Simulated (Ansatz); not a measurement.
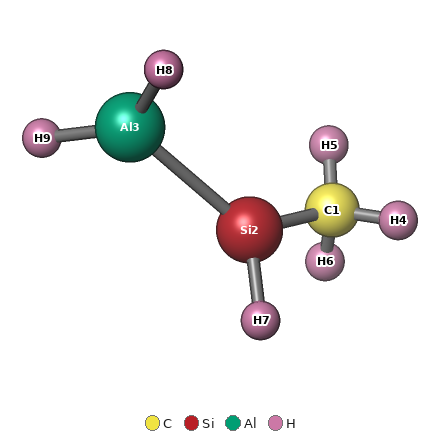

The system is CH6AlSi, SMILES C[SiH+][AlH2], charge +1; the picture shows the reference structure. Coordinates scanned: (1) umbrella angle at Al3 (between each of its bonds and their common axis; 90 is planar); (2) change of the bonds Al3–Si2, Al3–H8, Al3–H9, all alike. Nothing is relaxed (all other coordinates rigid). The scan uses a 15 × 15 grid. Points are written as (first, second). All energies are given in eV relative to the lowest grid point. Level of theory: RKS PBE0-D4/def2-TZVP in Ansatz.

Its coordinates:

```xyz
9

C    -0.5951    1.4212   -0.6286
Si    0.2319   -0.2110   -0.5646
Al    0.5865   -1.7406    1.4238
H     0.1163    2.1548   -1.0327
H    -0.9828    1.7712    0.3267
H    -1.4103    1.3679   -1.3637
H     0.7202   -0.5855   -1.9196
H     1.9379   -1.4341    2.1564
H    -0.6045   -2.7439    1.6023
```

Range: umbrella angle at Al3 (between each of its bonds and their common axis; 90 is planar) from 66.0 to 114.0°; change of the bonds Al3–Si2, Al3–H8, Al3–H9, all alike from −0.208 to 0.321 Å.

Q: What will the energy surface look like?

A: The lowest grid point is at (90.0°, 0.019 Å). It is the only kind of minimum in the scanned range. The highest grid point, (66.0°, 0.321 Å), lies 1.88 eV above the lowest. Round the minimum the two coordinates are nearly uncoupled.

| second ↓, first → | 66.0 | 69.4 | 72.9 | 76.3 | 79.7 | 83.1 | 86.6 | 90.0 | 93.4 | 96.9 | 100.3 | 103.7 | 107.1 | 110.6 | 114.0 |
| --- | --- | --- | --- | --- | --- | --- | --- | --- | --- | --- | --- | --- | --- | --- | --- |
| 0.321 | 1.88 | 1.70 | 1.55 | 1.43 | 1.34 | 1.27 | 1.23 | 1.22 | 1.23 | 1.27 | 1.33 | 1.42 | 1.54 | 1.70 | 1.88 |
| 0.283 | 1.67 | 1.48 | 1.33 | 1.20 | 1.11 | 1.04 | 1.00 | 0.99 | 1.00 | 1.04 | 1.11 | 1.20 | 1.32 | 1.48 | 1.66 |
| 0.246 | 1.47 | 1.28 | 1.12 | 1.00 | 0.90 | 0.83 | 0.79 | 0.78 | 0.79 | 0.83 | 0.90 | 0.99 | 1.12 | 1.28 | 1.47 |
| 0.208 | 1.29 | 1.10 | 0.93 | 0.81 | 0.71 | 0.64 | 0.59 | 0.58 | 0.59 | 0.64 | 0.71 | 0.80 | 0.93 | 1.09 | 1.29 |
| 0.170 | 1.13 | 0.93 | 0.77 | 0.64 | 0.54 | 0.47 | 0.42 | 0.41 | 0.42 | 0.46 | 0.53 | 0.63 | 0.76 | 0.93 | 1.13 |
| 0.132 | 0.99 | 0.79 | 0.62 | 0.49 | 0.39 | 0.32 | 0.27 | 0.26 | 0.27 | 0.31 | 0.39 | 0.49 | 0.62 | 0.79 | 0.99 |
| 0.094 | 0.88 | 0.68 | 0.51 | 0.37 | 0.27 | 0.19 | 0.15 | 0.13 | 0.15 | 0.19 | 0.27 | 0.37 | 0.50 | 0.68 | 0.88 |
| 0.057 | 0.80 | 0.60 | 0.43 | 0.29 | 0.18 | 0.11 | 0.06 | 0.05 | 0.06 | 0.11 | 0.18 | 0.29 | 0.42 | 0.60 | 0.80 |
| 0.019 | 0.77 | 0.56 | 0.38 | 0.25 | 0.14 | 0.06 | 0.02 | 0.00 | 0.01 | 0.06 | 0.14 | 0.24 | 0.38 | 0.56 | 0.77 |
| −0.019 | 0.78 | 0.57 | 0.39 | 0.25 | 0.14 | 0.06 | 0.02 | 0.00 | 0.01 | 0.06 | 0.14 | 0.25 | 0.39 | 0.57 | 0.78 |
| −0.057 | 0.84 | 0.63 | 0.45 | 0.31 | 0.20 | 0.12 | 0.07 | 0.06 | 0.07 | 0.12 | 0.20 | 0.31 | 0.45 | 0.63 | 0.84 |
| −0.094 | 0.96 | 0.75 | 0.57 | 0.43 | 0.32 | 0.24 | 0.19 | 0.17 | 0.19 | 0.24 | 0.31 | 0.42 | 0.57 | 0.75 | 0.96 |
| −0.132 | 1.16 | 0.95 | 0.76 | 0.62 | 0.51 | 0.43 | 0.38 | 0.37 | 0.38 | 0.43 | 0.51 | 0.62 | 0.76 | 0.95 | 1.16 |
| −0.170 | 1.44 | 1.23 | 1.04 | 0.90 | 0.79 | 0.71 | 0.66 | 0.64 | 0.66 | 0.71 | 0.79 | 0.90 | 1.04 | 1.23 | 1.45 |
| −0.208 | 1.82 | 1.61 | 1.42 | 1.28 | 1.16 | 1.08 | 1.04 | 1.02 | 1.03 | 1.08 | 1.16 | 1.28 | 1.42 | 1.61 | 1.82 |

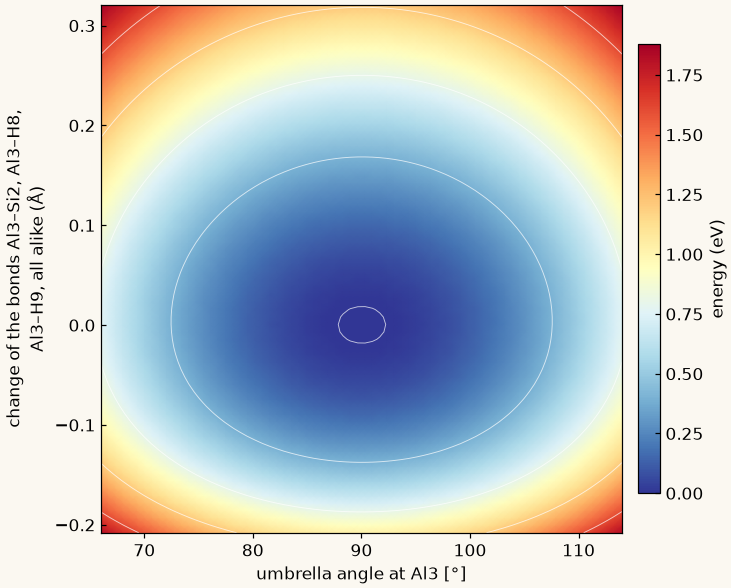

In the figure: a smooth colour map with a few white contour lines. Between grid points the surface is interpolated.

Time for the 225 points that were run: 31 min on 1 thread of Arm Neoverse N1, with other jobs on the host.
